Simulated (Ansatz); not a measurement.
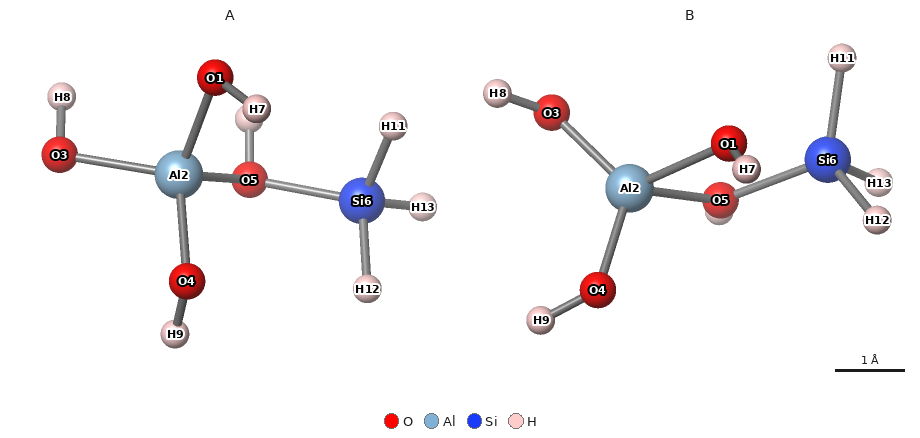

Two geometries of AlSiH7O4 (coarse preliminary run), drawn at one scale. One is the start of a relaxation, the other its converged end. Style: ball-and-stick. Shown from a free direction.

These are results of Ansatz, RKS PBE-D4/def2-SVP, not measurements. (force threshold 0.03 eV/Å; at most 200 steps)

> Which of the two is the end point?

Structure B is the relaxed one. The start comes from a force field. The energy falls by 39.2 kcal/mol in 24 accepted moves (27 points after the start). The largest force component goes from 4.3 to 0.016 eV/Å. The line search rejected the trial steps at points 17, 20, 21 of the run. The largest move after the best rigid fit is that of an H atom, 1.44 Å. Largest moves by element: H 1.44 Å, O 1.27 Å, Si 0.67 Å, Al 0.27 Å. Near-neighbour distances that change, for instance: O–Si 3.466 → 2.092 Å, Al–O 1.814 → 1.727 Å, H–Si 1.447 → 1.531 Å, O–Si 1.733 → 1.811 Å. Bond angles that change, for instance: O–Al–O 109.5° → 79.1°, Al–O–H 106.0° → 134.1°, O–Si–H 111.2° → 91.0°. Groups turn about Al–O by about 25°. Cost: 39 s on 4 threads of Arm Neoverse V2, with other jobs on the host.
